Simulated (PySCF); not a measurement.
C3H7Cl2FSi (SMILES F[C@H](Cl)[SiH2]CCCl)

| atom | x (Å) | y (Å) | z (Å) |
| --- | --- | --- | --- |
| F | 2.8945 | 1.6318 | 0.7313 |
| C | 2.1599 | 0.4839 | 0.6764 |
| Cl | 2.7749 | -0.5010 | -0.6801 |
| Si | 0.2964 | 0.8832 | 0.3495 |
| C | -0.6097 | -0.7847 | 0.5222 |
| C | -1.9630 | -0.7425 | -0.1570 |
| Cl | -2.8296 | 0.7376 | 0.3247 |
| H | 2.3861 | -0.0697 | 1.5917 |
| H | 0.2179 | 1.4067 | -1.0114 |
| H | -0.0910 | 1.8580 | 1.3680 |
| H | -0.7463 | -1.0185 | 1.5790 |
| H | -0.0320 | -1.6011 | 0.0865 |
| H | -1.8619 | -0.6983 | -1.2407 |
| H | -2.5969 | -1.5860 | 0.1177 |

Geometry: GFN2-xTB.

Theory: B3LYP/def2-SVPD, SCF density, gas phase in PySCF 2.14.0.

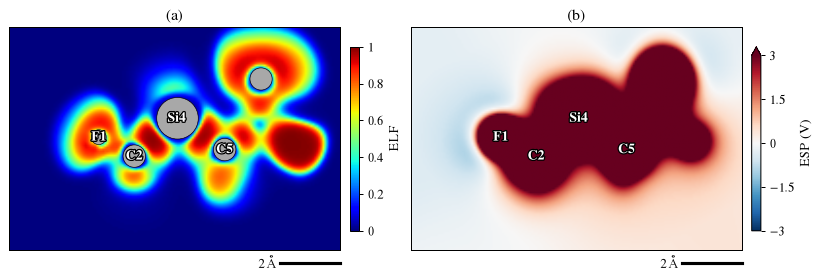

Figure 1. (a) ELF; (b) electrostatic potential on the plane of atoms C2, Si4 and C5. Grey discs cover the atomic cores in the ELF map.

What does the map show?

- Atoms in the plane: F, C and Si.
- C–F (1.36 Å): the ELF peaks at about 0.85 between the atoms: a shared but strongly polarised pair.
- C–Si (1.91 Å): the ELF peaks at about 0.95 between the atoms: localised, covalent bonding.
- The ELF also peaks beside F1 and Cl7, away from the bonds: lone-pair regions.
- Outside the dense part of the molecule the potential is most negative (−0.9 V) near F1.

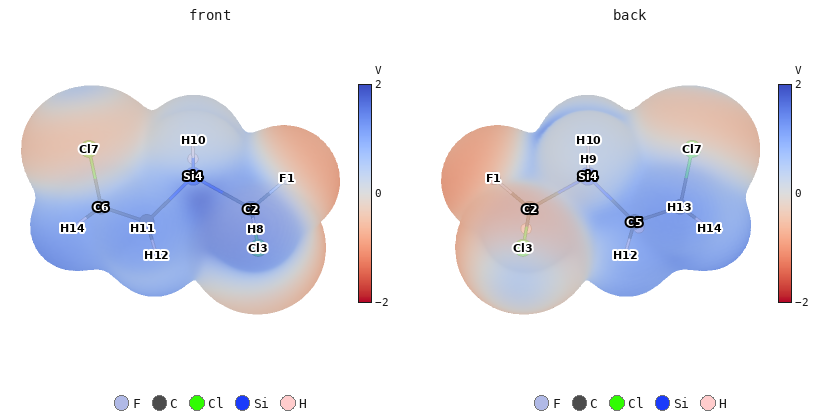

Figure 2. The electrostatic potential painted on the density surface at 0.002 e/bohr³, seen from the front and from behind; red is negative and blue positive.

Which sites attract a positive test charge, and which a negative one?

A positive charge is drawn to the negative regions and a negative charge to the positive ones. The most negative region (about −0.9 V) lies over F1, the most positive (about +1.5 V) over Si4. Cl3 shows a σ-hole: about +0.4 V at the tip opposite its bond, against about −0.2 V on its flanks. Cl7 shows a σ-hole: about +0.4 V at the tip opposite its bond, against about −0.3 V on its flanks.
